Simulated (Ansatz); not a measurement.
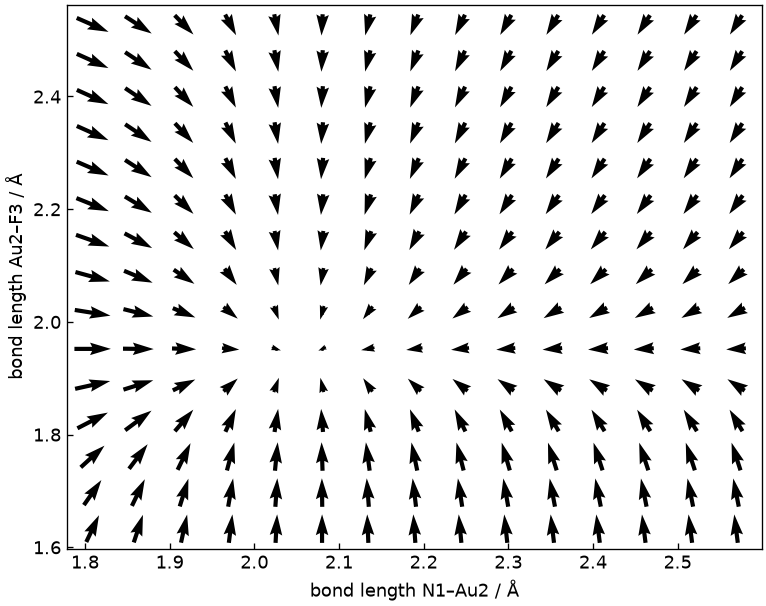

AuFH3N, SMILES [NH3+][Au-][F]. Coordinates scanned: (1) bond length N1–Au2; (2) bond length Au2–F3. Nothing is relaxed (all other coordinates rigid). Grid: 15 × 15 points. Points are written as (first, second). All numbers below come from Ansatz, RKS PBE-D4/def2-TZVP.

Drawn: dots at the grid points, arrows along the force (downhill), their lengths compressed.

The arrows alone are given. Where is the energy lowest?

The arrows converge at about (2.055 Å, 1.944 Å) (read from the interpolated surface).

The energy map of the same scan:

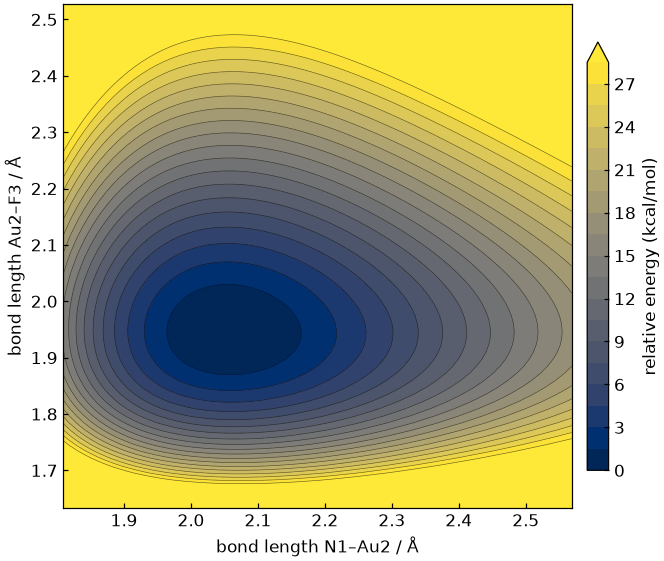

Energies are in kcal/mol, from the relaxed molecule at the same level; between grid points the surface is interpolated.
